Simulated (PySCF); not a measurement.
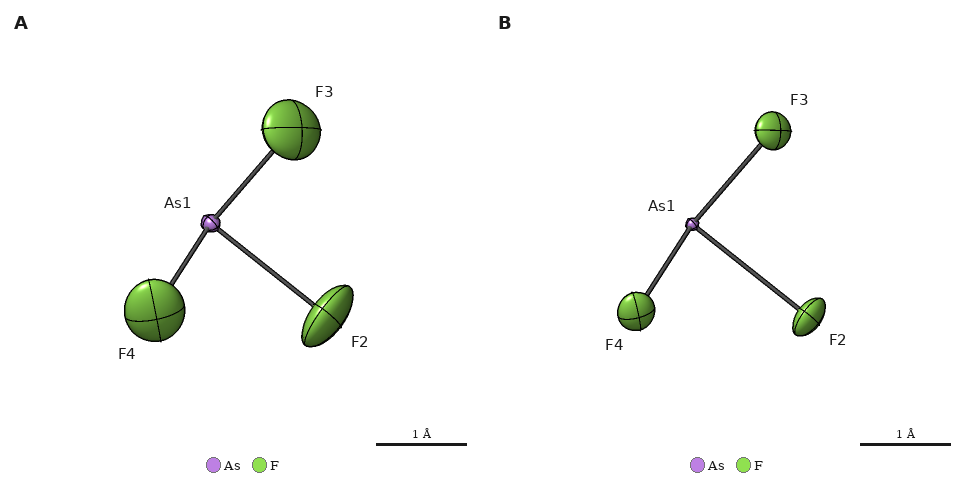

Displacement ellipsoids at the 50 % level, scaled by 3, from the internal vibrations of the free molecule (harmonic, no overall translation or rotation; no half-axis is drawn under 0.075 Å). Vibrations computed with RKS-based PBE0, As def2-TZVP, F def2-TZVP; non-relativistic; density fitting (PySCF 2.14.0). One panel is for 298 K, the other for 900 K.

Question: Which panel is for 900 K?

Answer: A.

Question: How much does the mean-square displacement of F2 grow, and why?

Answer: U_eq goes from 0.0019 to 0.0049 Å², a factor of 2.5. Modes below kT (626 cm⁻¹ at 900 K) grow about in proportion to T, and the lowest lies at 259 cm⁻¹; the mean-square amplitude of a mode is its zero-point value times coth(ħω/2kT), which comes close to 1 only above about 3kT.
